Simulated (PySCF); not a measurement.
SMILES FC1(C(F)(F)[C](F)C1(F)F)F, doublet at its CAM-B3LYP/def2-SVP optimised geometry (Å):

```
11

F      1.4782    -1.5532    -0.1543
C      0.6230    -0.5868     0.0000
C     -0.8717    -0.5868     0.0000
F     -1.4782    -1.1145     1.0682
F     -1.4565    -1.0811    -1.1014
C     -0.7815     0.9731     0.0000
F     -1.1704     1.5221     1.1477
F     -1.3977     1.5532    -1.0235
C      0.7716     0.8929    -0.1518
F      1.2081     1.3157    -1.3478
F      1.4613     1.5358     0.7961
```

Calculation: unrestricted CAM-B3LYP/def2-TZVP (PySCF 2.14.0). Cells within 0.4 Å of a nucleus heavier than hydrogen are left out (blank, or x).

Map of the deformation density (molecule minus spherical neutral atoms) (e/bohr³) on the plane z = 0.0 Å:

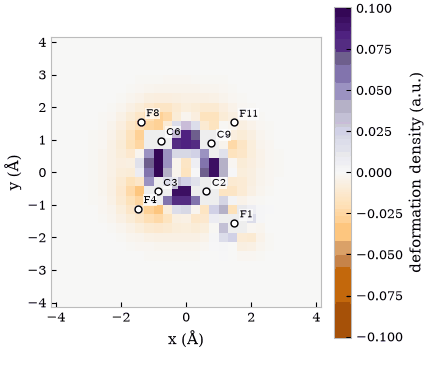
Deformation density (molecule minus spherical neutral atoms) (e/bohr³) on the plane z = 0.0 Å.
